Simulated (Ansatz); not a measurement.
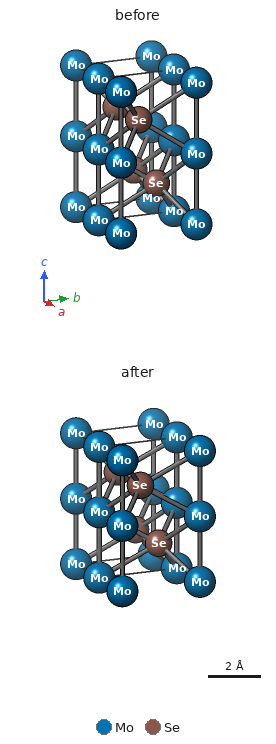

The structure of crystalline MoSe (built on the NiAs type) before (top) and after (bottom) a relaxation, at one scale.

A ball-and-stick model of the cell of the calculation, repeated 2 × 1 × 1 with one cell outlined, seen slightly off an axis.

Method: Ansatz, DFT PBE, scalar-relativistic, plane waves, PAW.

The input:
```yaml
crystal:
  lattice:
    - [3.9593900264, 0.0, 0.0]
    - [-1.9796950132, 3.4289323463, 0.0]
    - [0.0, 0.0, 5.5184203628]
  atoms:
    - { symbol: Mo, position: [0.0, 0.0, 0.0], spin: 3.0 }
    - { symbol: Mo, position: [0.0, 0.0, 0.5], spin: 3.0 }
    - { symbol: Se, position: [0.3333333333, 0.6666666667, 0.25] }
    - { symbol: Se, position: [0.6666666667, 0.3333333333, 0.75] }
basis:
  ecutwfc: 420
  ecutrho_ratio: 4
kpoints:
  mp_grid: { grid: [10, 10, 6] }
hamiltonian:
  xc: pbe
scf:
  occupations: { method: gaussian, width: 0.05 }
output:
  forces: true
  stress: true
  eigenvalues: true
  populations: true
magnetization:
  spin_polarized: true
relax:
  f_tol: 0.01
  max_steps: 60
  cell: { stress_tol: 0.04 }
```

Run as
```bash
ansatz run input.yaml --threads 2 --pin off --max-ram 2662MiB --backend cpu --events-out ev --progress --plain --runs-dir out
```

> Describe what moved and what it gained.

The atoms keep their places relative to the cell (all moves are under 0.005 Å). The drawn cell changes as follows: a = b 3.959 → 4.073 Å (+2.9 %), c 5.518 → 5.099 Å (−7.6 %); the volume changes by −2.2 %. Near-neighbour distances that change, for instance: Mo1–Mo2 2.759 → 2.549 Å, Mo1–Se3 2.670 → 2.675 Å. Among the angles between lasting bonds that change: Mo1–Se3–Mo2 62.2° → 56.9°, Mo1–Se3–Mo1 95.7° → 99.2°. The space group stays P6_3/mmc (No. 194). Over 5 accepted moves (6 points after the start) the energy falls by 59.3 meV per atom. All forces vanish by symmetry, so only the cell relaxes. The pressure goes from −5.18 to 0.00 GPa. At 1 point the geometry stayed and the basis and grid were re-selected for the new cell (energy shift of 0.1 meV per atom at most each time). The program noted that the starting moments weren't kept. The run took 85 s on 2 threads of Arm Neoverse V2, with other jobs on the host, peak memory 0.54 GiB.
